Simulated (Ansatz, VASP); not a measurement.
# WS2 (Tungstenite) in two plane-wave programs, part 2 of 2

Wanted: the spread between two codes on one cell, functional and k mesh. The cell is taken from a series of VASP runs on this material, whose earlier steps may have relaxed, scaled or displaced it; both programs get it as it stands. Valence electrons are named where the data sets of a main pair hold unlike numbers.

VASP 6.6.1 and Ansatz 0.2.0.

So far: The structure; Ansatz: band structure, HSE06.

## (3) VASP: band structure, HSE06

Level of this step: HSE06, no spin polarisation; plane waves and PAW (W, S) (VASP).

The same cell, functional, mesh and smearing now go to VASP, with its own data sets.

Lines of VASP's logs that name or quote its potential files are left out, and so is its time.

The run reads the wave functions of an earlier VASP run, which isn't shown here.

Input file INCAR:

```
SYSTEM = WS2
PREC = Accurate
ENCUT = 400
EDIFF = 1E-06
NELM = 100
ISMEAR = 0
SIGMA = 0.05
LREAL = .FALSE.
ALGO = Normal
LHFCALC = .TRUE.
AEXX = 0.25
GGA = PE
HFSCREEN = 0.2
LASPH = .TRUE.
NBANDS = 24
PRECFOCK = Fast
LORBIT = 11
LWAVE = .FALSE.
LCHARG = .FALSE.
KPAR = 4
```

Input file POSCAR:

```
WS2
1.0
    3.1666065991      0.0000000000      0.0000000000
   -1.5833032995      2.7423617586      0.0000000000
    0.0000000000      0.0000000000     12.3604180458
W S
2 4
Direct
    0.3333333333      0.6666666667      0.2500000000
    0.6666666667      0.3333333333      0.7500000000
    0.3333333333      0.6666666667      0.6223351266
    0.6666666667      0.3333333333      0.1223351266
    0.3333333333      0.6666666667      0.8776648734
    0.6666666667      0.3333333333      0.3776648734
```

Input file KPOINTS:

```
Automatic mesh
0
Gamma
5 5 2
0 0 0
```

Input file KPOINTS_OPT:

```
Line mode
6
Line-mode
Reciprocal
  0.00000000   0.00000000   0.00000000 GAMMA
  0.50000000   0.00000000   0.00000000 M

  0.50000000   0.00000000   0.00000000 M
  0.33333333   0.33333333   0.00000000 K

  0.33333333   0.33333333   0.00000000 K
  0.00000000   0.00000000   0.00000000 GAMMA

  0.00000000   0.00000000   0.00000000 GAMMA
  0.00000000   0.00000000   0.50000000 A

  0.00000000   0.00000000   0.50000000 A
  0.50000000   0.00000000   0.50000000 L

  0.50000000   0.00000000   0.50000000 L
  0.33333333   0.33333333   0.50000000 H

  0.33333333   0.33333333   0.50000000 H
  0.00000000   0.00000000   0.50000000 A

  0.50000000   0.00000000   0.50000000 L
  0.50000000   0.00000000   0.00000000 M

  0.33333333   0.33333333   0.00000000 K
  0.33333333   0.33333333   0.50000000 H
```

Potentials, in the order of the species: W and S (PBE family, release 64).

Run with:

```console
mpirun -np 4 vasp_std
```

Numbers of over 12 decimals in the logs are rounded to 6 here.

The program printed:

```text
[banner, memory and clock lines left out]
running    4 mpi-ranks, on    1 nodes
 distrk:  each k-point on    1 cores,    4 groups
 distr:  one band on    1 cores,    1 groups

 POSCAR found type information on POSCAR W S
 POSCAR found :  2 types and       6 ions
 LDA part: xc-table for (Slater+PW92), standard interpolation
 found WAVECAR, reading the header
 POSCAR, INCAR and KPOINTS ok, starting setup
 FFT: planning ... GRIDC
 FFT: planning ... GRID_SOFT
 FFT: planning ... GRID
 reading WAVECAR
 the WAVECAR file was read successfully
 initial charge from wavefunction
 entering main loop
       N       E                     dE             d eps       ncg     rms          rms(c)
DAV:   1    -0.565444553319E+02   -0.56544E+02   -0.20417E+00   488   0.143E+01    0.118E+01
DAV:   2    -0.565203561754E+02    0.24099E-01   -0.13410E-01   568   0.226E+00    0.669E+00
DAV:   3    -0.565246973007E+02   -0.43411E-02   -0.44081E-02   640   0.107E+00    0.386E+00
DAV:   4    -0.565223843594E+02    0.23129E-02   -0.50702E-03   592   0.480E-01    0.239E+00
DAV:   5    -0.565223879080E+02   -0.35486E-05   -0.33444E-03   624   0.281E-01    0.146E+00
DAV:   6    -0.565223362029E+02    0.51705E-04   -0.33387E-04   584   0.144E-01    0.806E-01
DAV:   7    -0.565223264001E+02    0.98028E-05   -0.16309E-04   664   0.748E-02    0.455E-01
DAV:   8    -0.565223246212E+02    0.17789E-05   -0.25987E-05   616   0.320E-02    0.277E-01
DAV:   9    -0.565223241430E+02    0.47819E-06   -0.10265E-05   648   0.174E-02    0.168E-01
DAV:  10    -0.565223256432E+02   -0.15002E-05   -0.15754E-06   448   0.864E-03    0.965E-02
DAV:  11    -0.565223265484E+02   -0.90518E-06   -0.53121E-07   344   0.514E-03
   1 F= -.56522327E+02 E0= -.56522327E+02  d E =-.134199E-12
 Start KPOINTS_OPT (optional k-point list driver)
k-point batch [1-10\54]
       N       E                     dE             ncg
DAV:   1     0.204222323520E+04   -0.61663E+04      480
DAV:   2     0.139188284943E+01   -0.20408E+04      592
DAV:   3    -0.269790551208E+03   -0.27118E+03      616
DAV:   4    -0.285194295850E+03   -0.15404E+02      656
DAV:   5    -0.285842841775E+03   -0.64855E+00      672
DAV:   6    -0.285877032043E+03   -0.34190E-01      688
DAV:   7    -0.285879367216E+03   -0.23352E-02      632
DAV:   8    -0.285879564226E+03   -0.19701E-03      552
DAV:   9    -0.285879584097E+03   -0.19871E-04      424
DAV:  10    -0.285879586324E+03   -0.22269E-05      400
DAV:  11    -0.285879586603E+03   -0.27963E-06      416
[...]
k-point batch [51-54\54]
       N       E                     dE             ncg
DAV:   1     0.816268032534E+04   -0.46310E+04      192
DAV:   2     0.739739443627E+04   -0.76529E+03      232
DAV:   3     0.730344588205E+04   -0.93949E+02      256
DAV:   4     0.729997845471E+04   -0.34674E+01      248
DAV:   5     0.729990868672E+04   -0.69768E-01      256
DAV:   6     0.729990645818E+04   -0.22285E-02      240
DAV:   7     0.729990636778E+04   -0.90396E-04      240
DAV:   8     0.729990636391E+04   -0.38721E-05      200
DAV:   9     0.729990636377E+04   -0.14243E-06      160
```

OUTCAR, selected parts (step 3):

```text
ion  position               nearest neighbor table
   1  0.333  0.667  0.250-   4 2.42   6 2.42   4 2.42   6 2.42   4 2.42   6 2.42
   2  0.667  0.333  0.750-   3 2.42   5 2.42   3 2.42   5 2.42   3 2.42   5 2.42
   3  0.333  0.667  0.622-   2 2.42   2 2.42   2 2.42
   4  0.667  0.333  0.122-   1 2.42   1 2.42   1 2.42
   5  0.333  0.667  0.878-   2 2.42   2 2.42   2 2.42
   6  0.667  0.333  0.378-   1 2.42   1 2.42   1 2.42

  LATTYP: Found a hexagonal cell.
 ALAT       =     3.1666065991
 C/A-ratio  =     3.9033639510

 Subroutine GETGRP returns: Found 24 space group operations
 (whereof 12 operations were pure point group operations)

The static configuration has the point symmetry D_3d.
 The point group associated with its full space group is D_6h.

 Found     10 irreducible k-points:

   k-points           NKPTS =     10   k-points in BZ     NKDIM =     50   number of bands    NBANDS=     24

   dimension x,y,z NGX =    24 NGY =   24 NGZ =   84
   dimension x,y,z NGXF=    48 NGYF=   48 NGZF=  168

   ENCUT  =  400.0 eV  29.40 Ry    5.42 a.u.   5.16  5.16 20.16*2*pi/ulx,y,z

   NELECT =      36.0000    total number of electrons

 k-points in reciprocal lattice and weights: Automatic mesh
   0.00000000  0.00000000  0.00000000       0.020
   0.20000000  0.00000000  0.00000000       0.120
   0.40000000  0.00000000  0.00000000       0.120
   0.20000000  0.20000000  0.00000000       0.120
   0.40000000  0.20000000  0.00000000       0.120
   0.00000000  0.00000000  0.50000000       0.020
   0.20000000  0.00000000  0.50000000       0.120
   0.40000000  0.00000000  0.50000000       0.120
   0.20000000  0.20000000  0.50000000       0.120
   0.40000000  0.20000000  0.50000000       0.120

  exchange ACFDT corr.  =         0.00000000  see jH, gK, PRB 81, 115126

 average (electrostatic) potential at core
       1 -35.9546       2 -35.9547       3 -82.3128       4 -82.3128       5 -82.3128
       6 -82.3128

 E-fermi :   6.0896

 k-point     1 :       0.0000    0.0000    0.0000
  band No.  band energies     occupation
    ...
     14       3.5043      2.00000
     15       3.5043      2.00000
     16       4.1283      2.00000
     17       4.5774      2.00000
     18       5.8542      2.00000
     19       8.8901      0.00000
     20       8.8907      0.00000
     21       8.9014      0.00000
     22       8.9039      0.00000
     23       8.9176      0.00000
    ...

 k-point     2 :       0.2000    0.0000    0.0000
  band No.  band energies     occupation
    ...
     14       2.7129      2.00000
     15       3.1447      2.00000
     16       3.9942      2.00000
     17       4.3989      2.00000
     18       4.6345      2.00000
     19       7.8902      0.00000
     20       8.4087      0.00000
     21       8.6698      0.00000
     22       8.7579      0.00000
     23       8.8228      0.00000
    ...

 k-point     3 :       0.4000    0.0000    0.0000
  band No.  band energies     occupation
    ...
     14       2.9581      2.00000
     15       3.5614      2.00000
     16       3.6908      2.00000
     17       3.7485      2.00000
     18       4.0197      2.00000
     19       8.6037      0.00000
     20       8.6241      0.00000
     21       8.7120      0.00000
     22       9.1612      0.00000
     23       9.6912      0.00000
    ...

  energy-cutoff  :      400.00
  volume of cell :      107.34
      direct lattice vectors                 reciprocal lattice vectors
     3.166606599  0.000000000  0.000000000     0.315795464  0.182324596  0.000000000
    -1.583303300  2.742361759  0.000000000     0.000000000  0.364649192  0.000000000
     0.000000000  0.000000000 12.360418046     0.000000000  0.000000000  0.080903413

 POSITION                                       TOTAL-FORCE (eV/Angst)
 -----------------------------------------------------------------------------------
     -0.00000      1.82824      3.09010         0.000000     -0.000000     -0.000000
      1.58330      0.91412      9.27031        -0.000000      0.000000     -0.000000
     -0.00000      1.82824      7.69232        -0.000000      0.000000      0.796036
      1.58330      0.91412      1.51211         0.000000     -0.000000      0.796036
     -0.00000      1.82824     10.84830        -0.000000      0.000000     -0.796036
      1.58330      0.91412      4.66810         0.000000     -0.000000     -0.796036
 -----------------------------------------------------------------------------------
    total drift:                               -0.000005     -0.000002     -0.000050

  FREE ENERGIE OF THE ION-ELECTRON SYSTEM (eV)
  ---------------------------------------------------
  free  energy   TOTEN  =       -56.5223265484 eV

  energy  without entropy=      -56.5223265484  energy(sigma->0) =      -56.52232655

 total charge
# of ion       s       p       d       tot
------------------------------------------
    1        0.649   0.730   4.437   5.815
    2        0.649   0.730   4.437   5.815
    3        1.356   2.362   0.000   3.718
    4        1.356   2.362   0.000   3.718
    5        1.356   2.362   0.000   3.718
    6        1.356   2.362   0.000   3.718
--------------------------------------------------
tot          6.721  10.907   8.874  26.502

[... 3 further parts left out ...]
```

This run has no spin polarisation, so a moment on W, if there is one, isn't seen. Spin-orbit coupling is off here; with elements this heavy it splits and shifts levels by tenths of an eV or more. The PAW data sets were made with PBE, which is usual practice but a small mismatch for other functionals. The data set W keeps the semicore shell frozen, which is cheaper and a little less accurate.

## (4) Comparison

Known differences besides the potentials themselves: exact exchange at q = 0 is treated differently, which shows on coarse meshes; VASP keeps PBE cores, Ansatz makes them for the functional; the data sets hold 52 valence electrons in Ansatz (on its default PAW (the set named soft_2) files) and 36 in VASP; the cutoff is 420 eV in Ansatz and 400 eV in VASP; VASP takes a coarser grid for exact exchange (PRECFOCK = Fast). Total energies have different zeros and are not compared.

Both answers:

```
                     quantity  Ansatz   VASP  difference
gap over the path points (eV)   1.588  1.623      -0.035
```

Forces (eV/Å; atoms numbered as in POSCAR):

```
atom        Ansatz x, y, z          VASP x, y, z
  W1   0.000, 0.000, 0.000   0.000, 0.000, 0.000
  W2   0.000, 0.000, 0.000   0.000, 0.000, 0.000
  S3   0.000, 0.000, 0.622   0.000, 0.000, 0.796
  S4   0.000, 0.000, 0.622   0.000, 0.000, 0.796
  S5  0.000, 0.000, -0.622  0.000, 0.000, -0.796
  S6  0.000, 0.000, -0.622  0.000, 0.000, -0.796
```

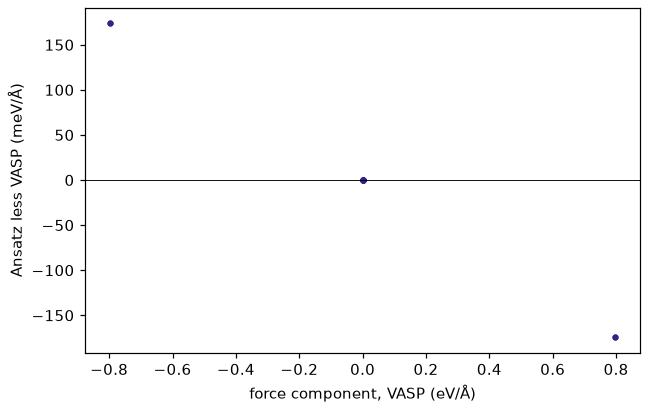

Difference of the force components against their size.

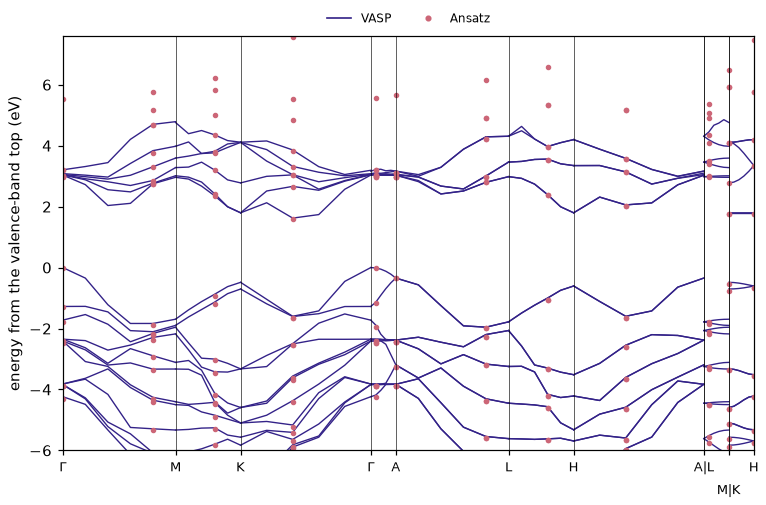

Bands from VASP (lines) and levels from Ansatz (dots). Dots without a line are higher empty bands that the VASP plot leaves out.

Levels at points of the path, from each program's valence-band top (eV; 4 filled, then empty):

```
k (reciprocal lattice)                                  Ansatz                                    VASP
     0.000 0.000 0.000   -2.41 -1.80 -1.30 0.00 2.99 2.99 3.00   -2.35 -1.73 -1.28 0.00 3.04 3.04 3.05
     0.400 0.000 0.000  -2.37 -2.20 -2.19 -1.87 2.75 2.75 2.85  -2.29 -2.16 -2.11 -1.83 2.75 2.77 2.86
     0.400 0.200 0.000  -3.45 -3.04 -1.19 -0.93 2.33 2.40 3.19  -3.42 -3.00 -1.14 -0.88 2.36 2.42 3.20
     0.200 0.200 0.000  -2.55 -2.54 -1.65 -1.64 1.59 2.63 3.03  -2.51 -2.50 -1.61 -1.60 1.62 2.66 3.04
     0.000 0.000 0.100  -2.41 -1.96 -1.16 -0.01 2.98 2.98 3.00  -2.35 -1.89 -1.14 -0.01 3.03 3.05 3.05
     0.000 0.000 0.500  -2.44 -2.44 -0.36 -0.36 2.98 2.98 2.98  -2.38 -2.38 -0.34 -0.34 3.03 3.03 3.05
     0.400 0.000 0.500  -2.28 -2.28 -2.00 -2.00 2.79 2.79 2.99  -2.20 -2.20 -1.96 -1.96 2.80 2.80 3.01
     0.400 0.200 0.500  -3.34 -3.34 -1.05 -1.05 2.37 2.37 3.54  -3.30 -3.30 -1.00 -1.00 2.39 2.39 3.56
     0.200 0.200 0.500  -2.60 -2.60 -1.64 -1.64 2.02 2.02 3.13  -2.55 -2.55 -1.60 -1.60 2.06 2.06 3.14
     0.500 0.000 0.400  -2.18 -2.12 -1.85 -1.79 2.99 3.00 3.40  -2.10 -2.03 -1.81 -1.75 2.98 2.99 3.41
```

The forces differ by 82 meV/Å r.m.s., which is 21.8 % of the r.m.s. force of 0.375 eV/Å (both taken over all components). Among the levels compared at these points, filled levels agree within 83 meV and empty ones within 63 meV.

## (5) What the set-up changes

Further runs change the set-up of one program: Ansatz's method, potentials or start, or VASP's data sets, cutoff or form of LDA. The table gives Ansatz less VASP for each quantity, since a change that brings one quantity closer may part another.

```
                                        run  r.m.s. force difference (meV/Å)  gap over the path points (eV)
                                   as above                               82                         -0.035
                       cores kept as stored                               59                         -0.033
norm-conserving potentials (cutoff 1007 eV)                              137                         -0.040
```

## (6) Results

```
r.m.s. force difference (band structure, HSE06) : 22 % of the r.m.s. force
```

The r.m.s. force difference is 22 % of the r.m.s. force (band structure, HSE06), beyond the 3 % picked in this series as the mark of a large difference. The data sets hold unlike numbers of valence electrons (52 in Ansatz and 36 in VASP), so part of the differences comes from the potentials. Band structure, HSE06, cores kept as stored: r.m.s. force difference goes from 82 to 59 meV/Å. Band structure, HSE06, norm-conserving potentials (cutoff 1007 eV): r.m.s. force difference goes from 82 to 137 meV/Å. 1 further run of this series is not shown here. How closely two codes agree says nothing of how well the functional describes the real material.

[Lines on the potential files, build, host, timing and source positions are cut from VASP's logs without a mark.]

[Logs are printed without paths, hosts, clocks, repeated set-up lines and the standing remarks that a program may print on its own settings, such as how far it seeks lower states.]

[Hosts, paths, dates, database ids (printed as entryN), source tags and the programs' standing remarks are cut or masked in the printed files.]
